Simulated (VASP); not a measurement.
# Ca: Ca into a neighbouring Ca vacancy

Aim: the barrier for one hop in Ca: Ca into a neighbouring Ca vacancy.

Program: VASP 6.6.1. Level of theory: PBEsol; plane waves and PAW (Ca_pv). Results are calculated unless marked as measured.

### 1. The host crystal

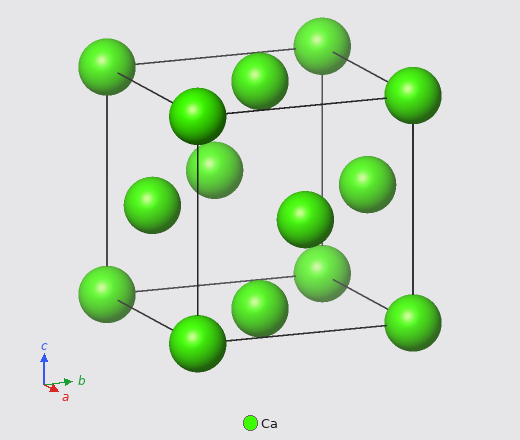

The cell as given, slightly off an axis (calcium green). This picture shows the conventional cell, with its axes. Some periodic images of atoms are drawn too.

Structure file:

```cif
data_structure
_symmetry_space_group_name_H-M 'P 1'
_symmetry_Int_Tables_number 1
_cell_length_a 3.9457
_cell_length_b 3.9457
_cell_length_c 3.9457
_cell_angle_alpha 60.000
_cell_angle_beta 60.000
_cell_angle_gamma 60.000
_cell_volume 43.44
loop_
_atom_site_label
_atom_site_type_symbol
_atom_site_fract_x
_atom_site_fract_y
_atom_site_fract_z
_atom_site_occupancy
Ca1 Ca 0.00000 0.00000 0.00000 1
```

### 2. Relax the host

The later steps need the crystal at this functional's own lattice; a raised cutoff keeps the stress reliable while the cell changes.

Input file INCAR:

```
SYSTEM = Ca
PREC = Accurate
ENCUT = 350
EDIFF = 1E-06
NELM = 120
ISMEAR = 1
SIGMA = 0.15
LREAL = .FALSE.
ALGO = Normal
GGA = PS
NBANDS = 10
LORBIT = 11
LWAVE = .FALSE.
LCHARG = .FALSE.
KPAR = 6
IBRION = 2
NSW = 40
ISIF = 3
EDIFFG = -0.02
POTIM = 0.4
```

Input file POSCAR:

```
Ca
1.0
    0.0000000000      2.7900000000      2.7900000000
    2.7900000000      0.0000000000      2.7900000000
    2.7900000000      2.7900000000      0.0000000000
Ca
1
Direct
    0.0000000000      0.0000000000      0.0000000000
```

Input file KPOINTS:

```
Automatic mesh
0
Gamma
10 10 10
0 0 0
```

The projector-augmented-wave data sets are Ca_pv (PBE family, release 64).

Command:

```sh
$ mpirun -np 6 vasp_std
```

Output:

```text
[banner, memory and clock lines left out]
running    6 mpi-ranks, on    1 nodes
 distrk:  each k-point on    1 cores,    6 groups
 distr:  one band on    1 cores,    1 groups

 POSCAR found type information on POSCAR Ca
 POSCAR found :  1 types and       1 ions
|                                                                             |
|           W    W    AA    RRRRR   N    N  II  N    N   GGGG   !!!           |
|           W    W   A  A   R    R  NN   N  II  NN   N  G    G  !!!           |
|           W    W  A    A  R    R  N N  N  II  N N  N  G       !!!           |
|           W WW W  AAAAAA  RRRRR   N  N N  II  N  N N  G  GGG   !            |
|           WW  WW  A    A  R   R   N   NN  II  N   NN  G    G                |
|           W    W  A    A  R    R  N    N  II  N    N   GGGG   !!!           |
|                                                                             |
|     For optimal performance we recommend to set                             |
|       NCORE = 2 up to number-of-cores-per-socket                            |
|     NCORE specifies how many cores store one orbital (NPAR=cpu/NCORE).      |
|     This setting can greatly improve the performance of VASP for DFT.       |
|     The default, NCORE=1 might be grossly inefficient on modern             |
|     multi-core architectures or massively parallel machines. Do your        |
|     Unfortunately you need to use the default for GW and RPA                |
|     calculations (for HF NCORE is supported but not extensively tested      |
|     yet).                                                                   |
|                                                                             |

|                                                                             |
|               ----> ADVICE to this user running VASP <----                  |
|                                                                             |
|     You enforced a specific xc type in the INCAR file but a different       |
|     [... a line on the potential file left out ...]
|     I HOPE YOU KNOW WHAT YOU ARE DOING!                                     |
|                                                                             |

 LDA part: xc-table for (Slater+PW92), standard interpolation
 POSCAR, INCAR and KPOINTS ok, starting setup
 FFT: planning ... GRIDC
 FFT: planning ... GRID_SOFT
 FFT: planning ... GRID
 WAVECAR not read
 entering main loop
       N       E                     dE             d eps       ncg     rms          rms(c)
DAV:   1     0.299950227802E+02    0.29995E+02   -0.29683E+03   970   0.760E+02
DAV:   2    -0.278522275461E+00   -0.30274E+02   -0.30010E+02   962   0.162E+02
DAV:   3    -0.205896583959E+01   -0.17804E+01   -0.17718E+01  1106   0.391E+01
DAV:   4    -0.210268320511E+01   -0.43717E-01   -0.43688E-01  1328   0.629E+00
DAV:   5    -0.210385517224E+01   -0.11720E-02   -0.11718E-02  1442   0.870E-01    0.673E-01
DAV:   6    -0.210991465847E+01   -0.60595E-02   -0.29520E-03  1238   0.900E-01    0.401E-01
DAV:   7    -0.211353982182E+01   -0.36252E-02   -0.41400E-03  1084   0.104E+00    0.355E-02
DAV:   8    -0.211349300058E+01    0.46821E-04   -0.21583E-04  1098   0.231E-01    0.695E-03
DAV:   9    -0.211349821717E+01   -0.52166E-05   -0.72066E-06  1434   0.219E-02    0.314E-03
DAV:  10    -0.211349992017E+01   -0.17030E-05   -0.73543E-07  1086   0.144E-02    0.894E-04
DAV:  11    -0.211350008824E+01   -0.16808E-06   -0.19391E-08   644   0.126E-03
   1 F= -.21135001E+01 E0= -.21134193E+01  d E =-.211350E+01
 curvature:   0.00 expect dE= 0.000E+00 dE for cont linesearch  0.000E+00
 trial: gam= 0.00000 g(F)=  0.249E-64 g(S)=  0.107E-01 ort = 0.000E+00 (trialstep = 0.100E+01)
 search vector abs. value=  0.107E-01
 bond charge predicted
       N       E                     dE             d eps       ncg     rms          rms(c)
DAV:   1    -0.216363878252E+01   -0.50139E-01   -0.13579E+00   994   0.212E+01    0.105E+00
DAV:   2    -0.213159984964E+01    0.32039E-01   -0.44268E-02  1034   0.364E+00    0.521E-01
DAV:   3    -0.212173515008E+01    0.98647E-02   -0.26907E-02  1180   0.283E+00    0.448E-02
DAV:   4    -0.212158712095E+01    0.14803E-03   -0.57247E-04  1094   0.374E-01    0.221E-02
DAV:   5    -0.212158898099E+01   -0.18600E-05   -0.37771E-05  1476   0.507E-02    0.101E-02
DAV:   6    -0.212158909831E+01   -0.11732E-06   -0.75429E-07   920   0.672E-03
   2 F= -.21215891E+01 E0= -.21213970E+01  d E =-.808901E-02
[...]
3 F= -.21239039E+01 E0= -.21236069E+01  d E =-.104038E-01
 curvature:  -0.89 expect dE=-0.127E-03 dE for cont linesearch -0.127E-03
 ZBRENT: extrapolating
 opt :   1.8939  next Energy=    -2.124037 (dE=-0.105E-01)
 bond charge predicted
       N       E                     dE             d eps       ncg     rms          rms(c)
DAV:   1    -0.212609170300E+01   -0.21877E-02   -0.67000E-02   988   0.485E+00    0.229E-01
DAV:   2    -0.212454187658E+01    0.15498E-02   -0.21800E-03  1018   0.810E-01    0.113E-01
DAV:   3    -0.212408011581E+01    0.46176E-03   -0.12439E-03  1136   0.605E-01    0.104E-02
DAV:   4    -0.212407567208E+01    0.44437E-05   -0.35057E-05  1086   0.928E-02    0.358E-03
DAV:   5    -0.212407548086E+01    0.19122E-06   -0.21841E-06  1414   0.205E-02
   4 F= -.21240755E+01 E0= -.21237408E+01  d E =-.105754E-01
 curvature:  -0.94 expect dE=-0.289E-05 dE for cont linesearch -0.289E-05
 trial: gam=-0.01673 g(F)=  0.000E+00 g(S)=  0.309E-05 ort = 0.182E-03 (trialstep = 0.118E+01)
 search vector abs. value=  0.996E-09
 reached required accuracy - stopping structural energy minimisation
```

The job ended after 4.6 s (6 MPI ranks of Intel Xeon Platinum 8488C (Sapphire Rapids), shared host; peak memory 0.84 GiB; 24 s of CPU time).

The logs omit lines about the potential files and the build; timing stands in the text.

Parts of OUTCAR (step 2):

```text
ion  position               nearest neighbor table
   1  0.000  0.000  0.000-

  LATTYP: Found a face centered cubic cell.
 ALAT       =     5.5800000000

 Subroutine GETGRP returns: Found 48 space group operations
 (whereof 48 operations were pure point group operations)

The static configuration has the point symmetry O_h .

 Found     47 irreducible k-points:

   k-points           NKPTS =     47   k-points in BZ     NKDIM =     47   number of bands    NBANDS=     10

   dimension x,y,z NGX =    24 NGY =   24 NGZ =   24
   dimension x,y,z NGXF=    48 NGYF=   48 NGZF=   48

   ENCUT  =  350.0 eV  25.72 Ry    5.07 a.u.   6.02  6.02  6.02*2*pi/ulx,y,z

   NELECT =       8.0000    total number of electrons

 k-points in reciprocal lattice and weights: Automatic mesh
   0.00000000  0.00000000  0.00000000       0.001
   0.10000000  0.00000000  0.00000000       0.008
   0.20000000  0.00000000  0.00000000       0.008
   0.30000000  0.00000000  0.00000000       0.008
   0.40000000  0.00000000  0.00000000       0.008
   0.50000000  0.00000000  0.00000000       0.004
   0.10000000  0.10000000  0.00000000       0.006
   0.20000000  0.10000000  0.00000000       0.024
   0.30000000  0.10000000  0.00000000       0.024
[...]
-0.30000000  0.40000000  0.20000000       0.024
  -0.30000000  0.50000000  0.20000000       0.012

 average (electrostatic) potential at core
       1 -49.3608

 E-fermi :   2.3223

 k-point     1 :       0.0000    0.0000    0.0000
  band No.  band energies     occupation
      1     -20.4213      2.00000
      2     -20.4213      2.00000
      3     -20.4213      2.00000
      4      -1.8090      2.00000
      5       4.6835     -0.00000
      6       4.6835     -0.00000
      7       4.6835     -0.00000
      8       5.8155      0.00000
      9       5.8155      0.00000
    ...

 k-point     2 :       0.1000    0.0000    0.0000
  band No.  band energies     occupation
      1     -20.4372      2.00000
      2     -20.4235      2.00000
      3     -20.4235      2.00000
      4      -1.6329      2.00000
      5       4.4937     -0.00000
      6       4.7491     -0.00000
      7       4.7491     -0.00000
      8       5.7595      0.00000
      9       5.7595      0.00000
    ...

 k-point     3 :       0.2000    0.0000    0.0000
  band No.  band energies     occupation
      1     -20.4784      2.00000
      2     -20.4291      2.00000
      3     -20.4291      2.00000
      4      -1.1228      2.00000
      5       4.0227     -0.00000
      6       4.8422     -0.00000
      7       4.8422     -0.00000
      8       5.7339      0.00000
      9       5.7339      0.00000
    ...

  Total       -0.0051694     -0.0051694     -0.0051694     -0.0000000      0.0000000      0.0000000
  in kB       -0.2039686     -0.2039686     -0.2039686     -0.0000000      0.0000000      0.0000000
  external PRESSURE =      -0.2039686 kB  Pullay stress =       0.0000000 kB

  energy-cutoff  :      350.00
  volume of cell :       40.61
      direct lattice vectors                 reciprocal lattice vectors
     0.000000000  2.728047011  2.728047011    -0.183281299  0.183281299  0.183281299
     2.728047011  0.000000000  2.728047011     0.183281299 -0.183281299  0.183281299
     2.728047011  2.728047011  0.000000000     0.183281299  0.183281299 -0.183281299

 POSITION                                       TOTAL-FORCE (eV/Angst)
 -----------------------------------------------------------------------------------
      0.00000      0.00000      0.00000         0.000000      0.000000      0.000000
 -----------------------------------------------------------------------------------
    total drift:                               -0.000000      0.000000     -0.000000

  FREE ENERGIE OF THE ION-ELECTRON SYSTEM (eV)
  ---------------------------------------------------
  free  energy   TOTEN  =        -2.1240754809 eV

  energy  without entropy=       -2.1230712968  energy(sigma->0) =       -2.12374075

 reached required accuracy - stopping structural energy minimisation

 total charge
# of ion       s       p       d       tot
------------------------------------------
    1        0.324   6.117   0.264   6.705

[... 3 further parts left out ...]
```

CONTCAR:

```
Ca
   1.00000000000000
     0.0000000000000000    2.7280470112052297    2.7280470112052297
     2.7280470112052297    0.0000000000000000    2.7280470112052297
     2.7280470112052297    2.7280470112052297    0.0000000000000000
  Ca
     1
Direct
     0.0000000000000000    0.0000000000000000    0.0000000000000000
```

The k-mesh is coarse for a metal. The PAW data sets were made with PBE, which is usual practice but a small mismatch for other functionals. The run keeps the 48 symmetry operations of its start, so it cannot find a distortion of lower symmetry.

The steps of the relaxation:

```csv
step,energy less that of the first step (eV),largest force (eV/Å),pressure (GPa),volume (Å³)
1,0.0000,0.0000,-1.12,43.44
2,-0.0081,0.0000,-0.55,41.93
3,-0.0104,0.0000,-0.14,40.92
4,-0.0106,0.0000,-0.02,40.61
```

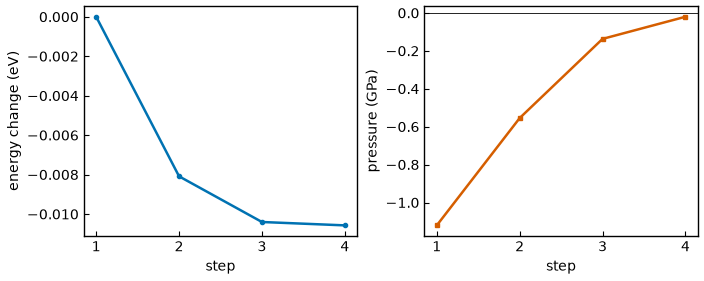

Energy and pressure along the relaxation.

```csv
"conventional cell, symmetrised",before,after,change
a (Å),5.580,5.456,-2.2 %
b (Å),5.580,5.456,-2.2 %
c (Å),5.580,5.456,-2.2 %
volume (Å³/atom),43.44,40.61,-6.5 %
```

The relaxed structure:

```xyz
1
Lattice="0.0000 2.7280 2.7280 2.7280 0.0000 2.7280 2.7280 2.7280 0.0000" Properties=species:S:1:pos:R:3 pbc="T T T"
Ca    0.0000    0.0000    0.0000
```

Numbers from this step:

```yaml
electronic_cycles: 28
electrons: 8
free_energy_toten: -2.124 eV
energy_at_zero_smearing: -2.124 eV
fermi_energy: 2.322 eV
metallic: yes
```

The run ended after 4 ionic steps, 0.011 eV below its first step, once forces and stress met EDIFFG = -0.02.

### 3. Relax the host again, on a new basis

The volume changed by more than 5 %, so the plane waves of the start no longer fit; a second relaxation removes that error.

INCAR: that of step 2 with these lines changed.

```diff
@@ -16,3 +16,3 @@
 IBRION = 2
-NSW = 40
+NSW = 30
 ISIF = 3
```

Input file POSCAR:

```
Ca
1.0
    0.0000000000      2.7280470112      2.7280470112
    2.7280470112      0.0000000000      2.7280470112
    2.7280470112      2.7280470112      0.0000000000
Ca
1
Direct
    0.0000000000      0.0000000000      0.0000000000
```

KPOINTS is that of step 2.

Command:

```sh
$ mpirun -np 6 vasp_std
```

Output:

```text
[banner, memory and clock lines left out]
running    6 mpi-ranks, on    1 nodes
 distrk:  each k-point on    1 cores,    6 groups
 distr:  one band on    1 cores,    1 groups

 POSCAR found type information on POSCAR Ca
 POSCAR found :  1 types and       1 ions
 [... a notice as in an earlier step ...]

 [... a notice as in an earlier step ...]

 LDA part: xc-table for (Slater+PW92), standard interpolation
 POSCAR, INCAR and KPOINTS ok, starting setup
 FFT: planning ... GRIDC
 FFT: planning ... GRID_SOFT
 FFT: planning ... GRID
 WAVECAR not read
 entering main loop
       N       E                     dE             d eps       ncg     rms          rms(c)
DAV:   1     0.324850494732E+02    0.32485E+02   -0.28569E+03   962   0.795E+02
DAV:   2    -0.941081569756E-01   -0.32579E+02   -0.32323E+02   948   0.172E+02
DAV:   3    -0.206991287310E+01   -0.19758E+01   -0.19693E+01  1072   0.419E+01
DAV:   4    -0.211416000121E+01   -0.44247E-01   -0.44225E-01  1404   0.639E+00
DAV:   5    -0.211515597369E+01   -0.99597E-03   -0.99568E-03  1372   0.667E-01    0.687E-01
DAV:   6    -0.212062734450E+01   -0.54714E-02   -0.36475E-03  1184   0.105E+00    0.406E-01
DAV:   7    -0.212403860285E+01   -0.34113E-02   -0.48666E-03  1108   0.119E+00    0.388E-02
DAV:   8    -0.212396773256E+01    0.70870E-04   -0.24859E-04  1188   0.254E-01    0.746E-03
DAV:   9    -0.212397271791E+01   -0.49854E-05   -0.64860E-06  1498   0.217E-02    0.335E-03
DAV:  10    -0.212397491617E+01   -0.21983E-05   -0.77192E-07  1134   0.145E-02    0.482E-04
DAV:  11    -0.212397490610E+01    0.10076E-07   -0.16640E-08   652   0.125E-03
   1 F= -.21239749E+01 E0= -.21236405E+01  d E =-.212397E+01
 curvature:   0.00 expect dE= 0.000E+00 dE for cont linesearch  0.000E+00
 trial: gam= 0.00000 g(F)=  0.111E-63 g(S)=  0.158E-05 ort = 0.000E+00 (trialstep = 0.100E+01)
 search vector abs. value=  0.158E-05
 reached required accuracy - stopping structural energy minimisation
```

Run time: 2.4 s. Hardware: 6 MPI ranks; peak memory 0.78 GiB.

Parts of OUTCAR (step 3):

```text
  LATTYP: Found a face centered cubic cell.
 ALAT       =     5.4560940224

The static configuration has the point symmetry O_h .

 Found     47 irreducible k-points:

   ENCUT  =  350.0 eV  25.72 Ry    5.07 a.u.   5.89  5.89  5.89*2*pi/ulx,y,z

   NELECT =       8.0000    total number of electrons

 E-fermi :   2.3224

 k-point     1 :       0.0000    0.0000    0.0000
  band No.  band energies     occupation
      1     -20.4208      2.00000
      2     -20.4208      2.00000
      3     -20.4208      2.00000
      4      -1.8089      2.00000
      5       4.6838     -0.00000
      6       4.6838     -0.00000
      7       4.6838     -0.00000
      8       5.8158      0.00000
      9       5.8158      0.00000
    ...

 k-point     2 :       0.1000    0.0000    0.0000
  band No.  band energies     occupation
      1     -20.4367      2.00000
      2     -20.4229      2.00000
      3     -20.4229      2.00000
      4      -1.6328      2.00000
      5       4.4940     -0.00000
      6       4.7494     -0.00000
      7       4.7494     -0.00000
      8       5.7598      0.00000
      9       5.7598      0.00000
    ...

  Total       -0.0036895     -0.0036895     -0.0036895     -0.0000000     -0.0000000      0.0000000
  in kB       -0.1455762     -0.1455762     -0.1455762     -0.0000000     -0.0000000      0.0000000
  external PRESSURE =      -0.1455762 kB  Pullay stress =       0.0000000 kB

 POSITION                                       TOTAL-FORCE (eV/Angst)
 -----------------------------------------------------------------------------------
      0.00000      0.00000      0.00000         0.000000      0.000000      0.000000
 -----------------------------------------------------------------------------------
    total drift:                               -0.000000      0.000000      0.000000

  FREE ENERGIE OF THE ION-ELECTRON SYSTEM (eV)
  ---------------------------------------------------
  free  energy   TOTEN  =        -2.1239749061 eV

  energy  without entropy=       -2.1229716340  energy(sigma->0) =       -2.12364048

[... 8 parts as in an earlier step ...]

[... 5 further parts left out ...]
```

CONTCAR:

```
Ca
   1.00000000000000
     0.0000000000000000    2.7280470112000001    2.7280470112000001
     2.7280470112000001    0.0000000000000000    2.7280470112000001
     2.7280470112000001    2.7280470112000001    0.0000000000000000
  Ca
     1
Direct
     0.0000000000000000    0.0000000000000000    0.0000000000000000
```

Little changed from the start: no atom moved by 0.005 Å and no cell edge by 0.1 %.

Numbers from this step:

* electronic cycles: 11

The start already met the threshold, so nothing moved.

(Part 1 of 5 ends here.)

[Lines on the potential files, build, host, timing and source positions are cut from VASP's logs without a mark.]

[Logs are printed without paths, hosts, clocks, repeated set-up lines and the standing remarks that a program may print on its own settings, such as how far it seeks lower states.]

[Hosts, paths, dates, database ids (printed as entryN), source tags and the programs' standing remarks are cut or masked in the printed files.]

[Runs that stopped without an error message from VASP are left out.]
